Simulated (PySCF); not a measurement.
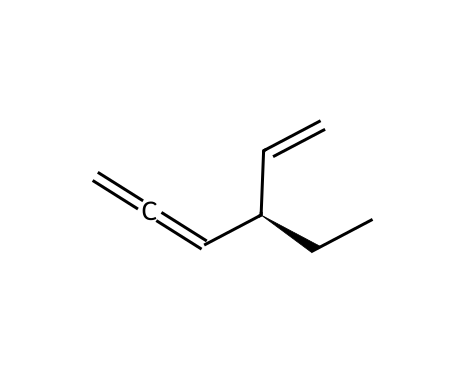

> Transcribe the drawing into SMILES.

C=C=C[C@@H](C=C)CC

> What is the molecular formula?

C8H12.

> An optimisation with PBE0-D3(BJ)/def2-SVP gave a structure of which point group?

C1.

More results for the same structure follow; atom numbers are the same in all pictures, views and colours differ. The geometry was computed by an optimisation with PBE0-D3(BJ)/def2-SVP. No frequency run is at hand to confirm it as a minimum.

**Shape**

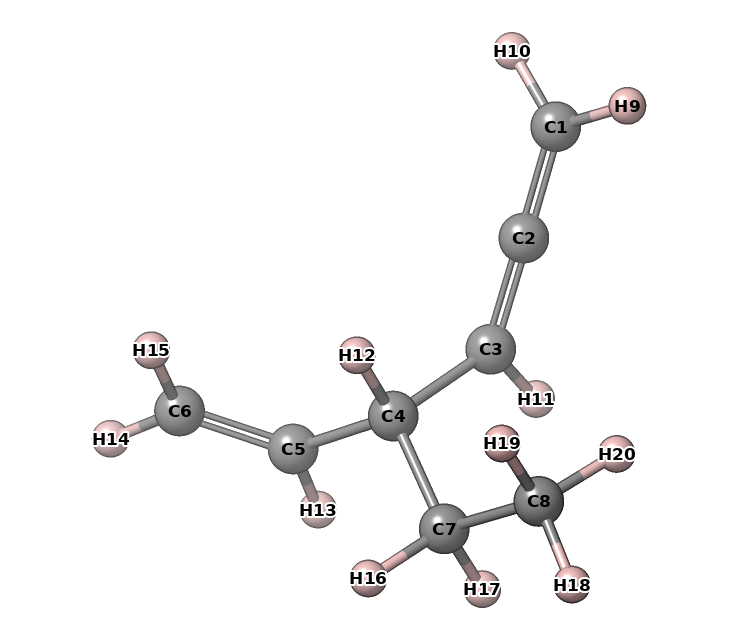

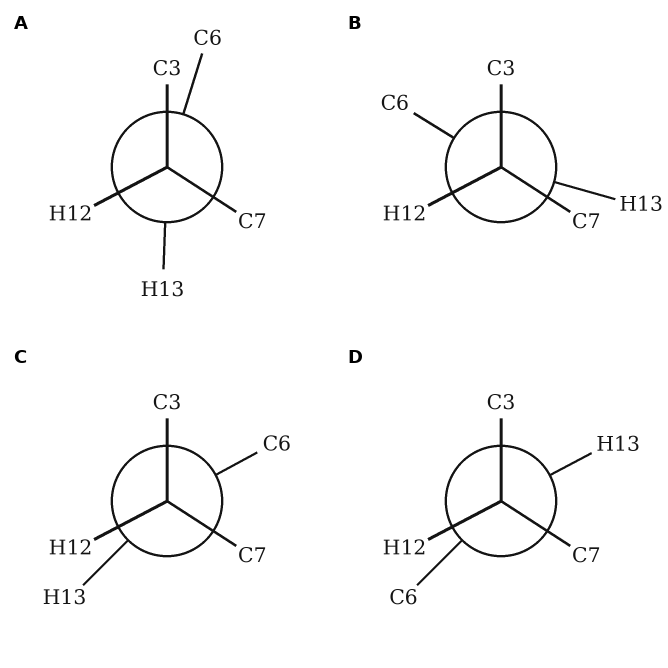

Distant atoms are faded towards the background colour. Bonds that would overlap in a projection are set slightly apart. No frequency run is at hand to confirm it as a minimum.

> Which Newman projection shows the view along C4–C5, with C4 in front?

D. The torsion angle C7–C4–C5–C6 is 119°, anticlinal.

**Excitation**

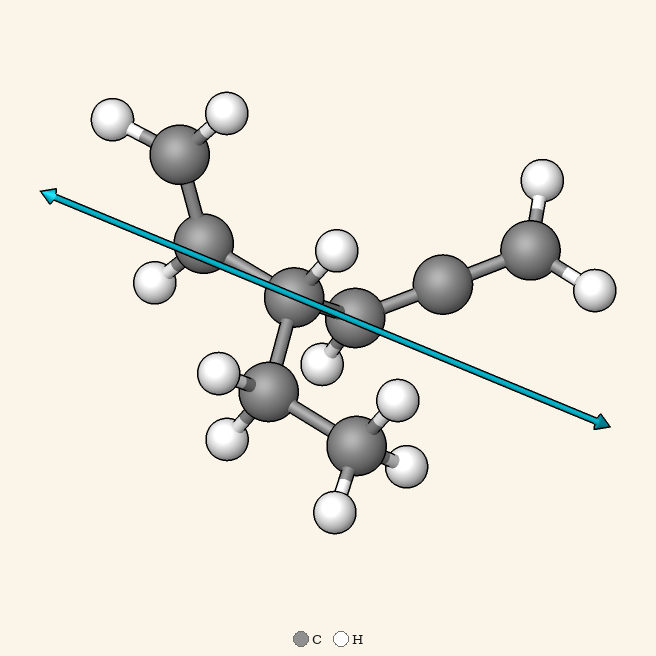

The double arrow shows the direction of the transition dipole to excited singlet state 4 (its length means nothing). No frequency run is at hand to confirm it as a minimum. Level of theory: TDDFT B3LYP/def2-SVPD, vertical, IEF-PCM acetonitrile (non-equilibrium linear response), core orbitals frozen in the response (PySCF 2.14.0).

> Give its energy, strength and character.

6.49 eV (191 nm), oscillator strength 0.25, of mixed character, with the largest part HOMO−1 → LUMO+1 (weight 0.34); transition dipole 3.20 D.

**NMR shielding**

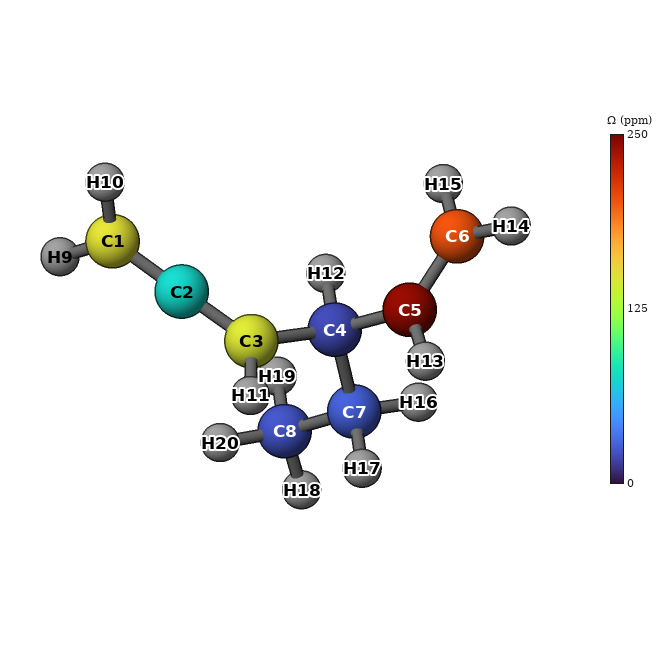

The C atoms are coloured by the span of their shielding tensor. No frequency run is at hand to confirm it as a minimum. Method: GIAO PBE0/pcSseg-1 NMR shielding, non-relativistic, IEF-PCM acetonitrile (PySCF 2.14.0). Principal shieldings σ11 ≤ σ22 ≤ σ33, span Ω = σ33 − σ11, skew κ = 3(σiso − σ22)/Ω.

> Which C atom has the most anisotropic shielding?

C5, with a span of 241 ppm.

Give the shielding tensors of the C atoms.

| atom | σ11 | σ22 | σ33 | σiso | Ω | κ |
| --- | --- | --- | --- | --- | --- | --- |
| C1 | 19.4 | 130.2 | 168.5 | 106.0 | 149.1 | −0.49 |
| C2 | −71.7 | −46.2 | 4.2 | −37.9 | 75.9 | 0.33 |
| C3 | 1.4 | 108.7 | 147.6 | 85.9 | 146.2 | −0.47 |
| C4 | 123.1 | 128.3 | 143.1 | 131.5 | 20.1 | 0.48 |
| C5 | −94.9 | 41.6 | 146.5 | 31.0 | 241.4 | −0.13 |
| C6 | −46.4 | 81.5 | 155.8 | 63.6 | 202.2 | −0.26 |
| C7 | 140.7 | 148.8 | 168.5 | 152.7 | 27.9 | 0.42 |
| C8 | 160.4 | 168.3 | 184.6 | 171.1 | 24.2 | 0.34 |

Shieldings and span in ppm.

**Charges**

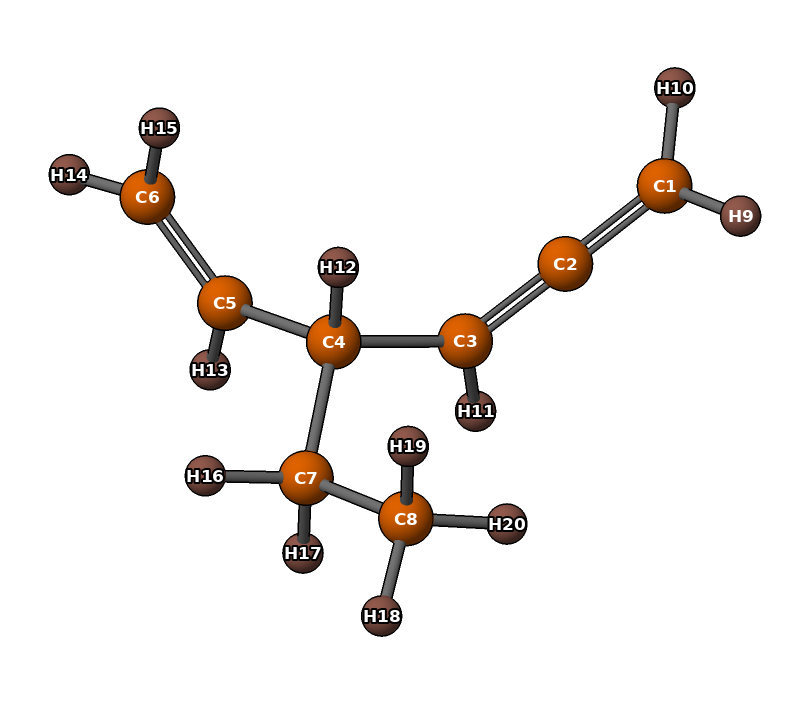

The questions are on ESP-fitted charges. No frequency run is at hand to confirm it as a minimum. Properties computed with PBE0/pcSseg-1 in acetonitrile (IEF-PCM) (PySCF 2.14.0).

> Which atom carries the highest charge (most positive or least negative)?

C4 (0.33 e).

> And the lowest?

C1 (−0.60 e).

List the ESP-fitted charges.

```tsv
atom	value (e)
C1	−0.60
C2	0.08
C3	−0.29
C4	0.33
C5	−0.36
C6	−0.41
C7	−0.04
C8	−0.28
H9	0.25
H10	0.25
H11	0.17
H12	0.06
H13	0.19
H14	0.19
H15	0.18
H16	0.04
H17	0.04
H18	0.09
H19	0.06
H20	0.07
```
